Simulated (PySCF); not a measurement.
# S3: triplet, from a obtuse triangle start

Where does triplet S3 go from a obtuse triangle start, is the end point a minimum, and what are its modes, charges and moments?

Computed with PySCF 2.14.0. Level: PBE0, basis S def2-TZVP, no relativity, density fitting.

## Step 1: The starting structure

3 atoms, charge 0, spin multiplicity 3.

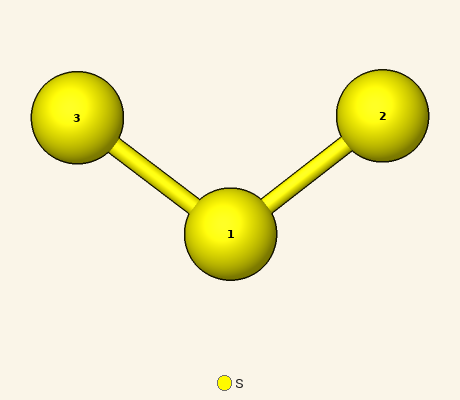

As it starts; sulfur yellow; atoms are numbered from 1 in the order of the file.

Coordinates in bohr (charge 0 multiplicity 3):
```
S     0.0000    0.0000    0.0000
S     3.0364    2.3357    0.0000
S    -3.0364    2.3357    0.0000
```

## Step 2: The SCF at the typed geometry

One driver script runs all steps and calls PySCF; scf.py shows how it sets up the SCF of each step. The optimiser is the driver's own. After this first run the driver tries any further starts and a stability analysis.

scf.py reads:

```python
from pyscf import gto, scf, dft
mol = gto.M(atom='''
S      0.000000     0.000000     0.000000
S      1.606800     1.236000     0.000000
S     -1.606800     1.236000     0.000000''',
    basis={'S': 'def2-TZVP'},
    charge=0, spin=2)
mf = dft.UKS(mol, xc='PBE0')
mf.grids.atom_grid = (50, 194)
aux = {'S': 'def2-universal-JKFIT'}
mf = mf.density_fit(auxbasis=aux)
mf.conv_tol = 1e-08
mf.diis_space = 10
mf.max_cycle = 60
mf.init_guess = 'minao'
mf.verbose = 4
mf.kernel()
```

The run is started by

```bash
$ OMP_NUM_THREADS=4 python axn.py task.json out
```

Standard output:

```text
init E= -1194.37676759375
[... the frontier-level lines of each cycle are left out ...]
cycle= 1 E= -1194.13893675023  delta_E= 0.238  |g|= 0.155  |ddm|= 1.34
cycle= 2 E= -1194.12723923183  delta_E= 0.0117  |g|= 0.206  |ddm|= 0.269
cycle= 3 E= -1194.14986491702  delta_E= -0.0226  |g|= 0.0473  |ddm|= 0.199
cycle= 4 E= -1194.15118248866  delta_E= -0.00132  |g|= 0.00778  |ddm|= 0.0426
cycle= 5 E= -1194.15124595011  delta_E= -6.35e-05  |g|= 0.00388  |ddm|= 0.0151
cycle= 6 E= -1194.15125715224  delta_E= -1.12e-05  |g|= 0.00112  |ddm|= 0.00474
cycle= 7 E= -1194.15125886938  delta_E= -1.72e-06  |g|= 0.000347  |ddm|= 0.00237
cycle= 8 E= -1194.15125912731  delta_E= -2.58e-07  |g|= 0.000131  |ddm|= 0.00114
cycle= 9 E= -1194.15125915623  delta_E= -2.89e-08  |g|= 5.15e-05  |ddm|= 0.000373
cycle= 10 E= -1194.15125915941  delta_E= -3.18e-09  |g|= 1.05e-05  |ddm|= 0.000121
Extra cycle  E= -1194.15125915949  delta_E= -8.16e-11  |g|= 1.19e-05  |ddm|= 2.31e-05
converged SCF energy = -1194.15125915949  <S^2> = 2.0195066  2S+1 = 3.0129763
```

This step, with its further starts and checks, needed 8.7 s of wall time on 4 threads of Arm Neoverse V1, shared host.

The starts that the driver tried:

```csv
start,energy (Eh)
the minimal-basis guess,-1194.151259
a thermally smeared density,-1194.151259
a smeared PBE density,-1194.151259
```

The test of internal stability and the other starts found no lower solution of this spin.

## Step 3: Obtuse triangle start, triplet: relaxation

The program finds C2v symmetry in the start, which this walk keeps. Threshold on the gradient: 0.0003 Eh/bohr, with a further test on the energy change.

Edit scf.py of step 2 so:

```diff
@@ -3,3 +3,3 @@
-S      0.000000     0.000000     0.000000
-S      1.606800     1.236000     0.000000
-S     -1.606800     1.236000     0.000000''',
+S      0.000000    -0.824000     0.000000
+S      1.606800     0.412000     0.000000
+S     -1.606800     0.412000     0.000000''',
@@ -15 +14,0 @@
-mf.init_guess = 'minao'
```

Steps of the walk:

```csv
step,energy (Eh),change (kJ/mol),largest symmetric gradient (Eh/bohr)
0,-1194.151259,0.00,0.02489
1,-1194.156706,-14.30,0.01113
2,-1194.158780,-19.75,0.00116
3,-1194.158815,-19.84,0.00039
4,-1194.158816,-19.84,0.00004
```

The walk took 6.1 s.

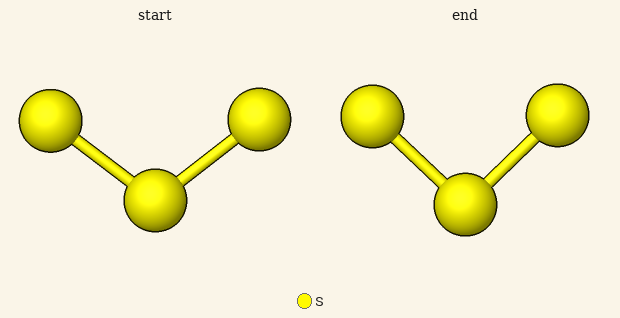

Start and end of the relaxation.

It settles in C2v symmetry, 19.8 kJ/mol below the start, after 4 steps: S–S 1.975 Å (×2); S–S–S 92.4°.

## Step 4: Vibrations and properties at this point

On the finer grid the gradient is checked again; gradients at displacements of ±0.02 bohr then give force constants and infrared intensities.

Edit scf.py of step 3 so:

```diff
@@ -3,3 +3,3 @@
-S      0.000000    -0.824000     0.000000
-S      1.606800     0.412000     0.000000
-S     -1.606800     0.412000     0.000000''',
+S      0.000000    -0.910956     0.000000
+S      1.425656     0.455478     0.000000
+S     -1.425656     0.455478     0.000000''',
@@ -9 +9 @@
-mf.grids.atom_grid = (50, 194)
+mf.grids.atom_grid = (75, 302)
@@ -12 +12 @@
-mf.conv_tol = 1e-08
+mf.conv_tol = 1e-10
```

The driver hands on the density of the step before, so the log starts near convergence.

Log of the central SCF (cycles and frontier levels):

```text
init E= -1194.15881226662
[... the frontier-level lines of each cycle are left out ...]
cycle= 1 E= -1194.15881226654  delta_E= 8.09e-11  |g|= 1.17e-05  |ddm|= 1.53e-05
cycle= 2 E= -1194.15881226583  delta_E= 7.1e-10  |g|= 3.37e-05  |ddm|= 4.41e-05
cycle= 3 E= -1194.15881226664  delta_E= -8.05e-10  |g|= 4.11e-07  |ddm|= 3.27e-05
cycle= 4 E= -1194.15881226664  delta_E= 3.41e-12  |g|= 8.97e-08  |ddm|= 3.44e-07
Extra cycle  E= -1194.15881226664  delta_E= -2.96e-12  |g|= 1.46e-07  |ddm|= 2.1e-07
converged SCF energy = -1194.15881226664  <S^2> = 2.0127328  2S+1 = 3.0084765
```

The whole step took 23 s.

Geometry: C2v; S–S 1.975 Å (×2); S–S–S 92.4°.

Modes, for the most abundant isotopes:

```tsv
symmetry	ω (cm⁻¹)	IR (km/mol)	μ (u)	type
a1	216	0.7	31.97	bend
b2	505	11.3	31.97	stretch
a1	631	0.8	31.97	stretch
```

Every mode is real; the point is a minimum.

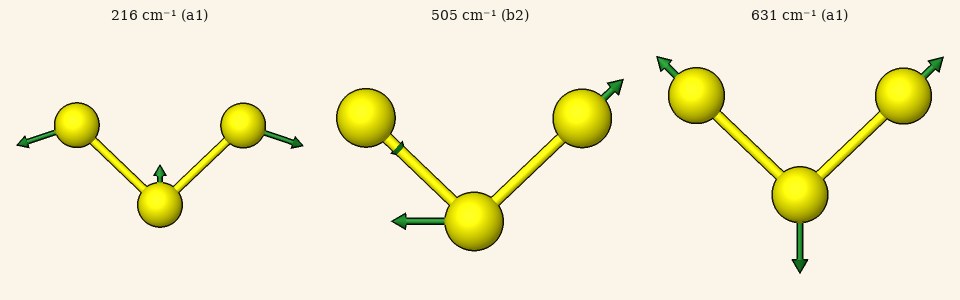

How the atoms move in 3 of the modes.

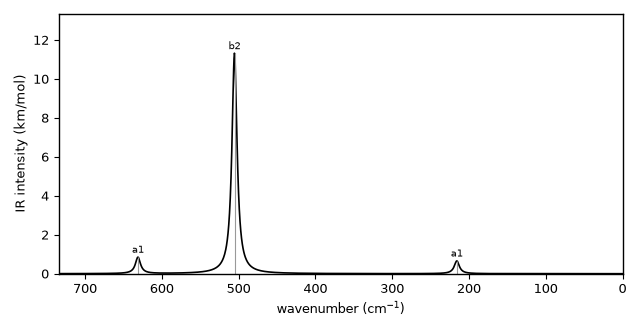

The harmonic infrared spectrum (widths in cm⁻¹). Lines are broadened to a width of 8 cm⁻¹ (Lorentzian).

Properties at this point:

- Dipole moment: 0.87 D
- Highest occupied level: -6.74 eV
- Lowest empty level: -4.43 eV
- Rotational constants: 0.4236, 0.1297, 0.0993 cm⁻¹
- Zero-point energy: 8.1 kJ/mol
- Principal polarisabilities: 31.3, 47.7, 99.1 bohr³
- Atomisation energy without zero-point energy: 624 kJ/mol
- Principal traceless quadrupole moments about the centre of mass: -2.48, 0.84, 1.65 D Å
- Entropy at 298.15 K and 1 bar (electronic part: spin only): 287.3 J/(mol K)
- Heat capacity Cp at 298.15 K: 50.1 J/(mol K)
- Enthalpy at 298.15 K above 0 K: 12.28 kJ/mol
- Rotational symmetry number: 2
- Spin squared ⟨S²⟩: 2.013

Charges (e) and bond orders:

| atom | Mulliken | Löwdin | polar tensor | spin (Mulliken) | Mayer order to S1 |
| --- | --- | --- | --- | --- | --- |
| S1 | 0.17 | 0.09 | 0.26 | 0.42 | – |
| S2,3 | -0.08 | -0.05 | -0.13 | 0.79 | 1.41 |

Outer orbital energies (eV). α occupied: -17.42, -12.03, -11.97, -11.51, -8.91, -8.28, -7.67, -6.74; empty: -1.18, -0.89, 4.25, 4.84. β occupied: -24.13, -19.56, -16.36, -11.54, -11.23, -10.47, -7.78, -7.16; empty: -4.43, -3.90, -0.87, -0.43.

Mulliken populations on S1: s 5.84, p 9.70, d 0.28, f 0.02.

## Step 5: Summary of results

| quantity | value |
| --- | --- |
| minimum | triplet, C2v |
| geometry | S–S 1.975 Å (×2); S–S–S 92.4° |
| wavenumbers (cm⁻¹) | 216 (a1), 505 (b2), 631 (a1) |
| dipole moment | 0.87 D |
| highest occupied, lowest empty level (either spin) | -6.74, -4.43 eV |
| polar-tensor charge of S1 | +0.26 e |
| zero-point energy | 8.1 kJ/mol |
| entropy at 298.15 K | 287.3 J/(mol K) |
| atomisation energy (no zero-point energy) | 624 kJ/mol |
| ⟨S²⟩ | 2.013 |

In words: The obtuse triangle start keeps its C2v symmetry and ends in a minimum. In the infrared the band at 505 cm⁻¹ (b2, stretch) leads. Only this shape and spin were tried, so other structures or states may lie lower.

The search up to here took 38 s.
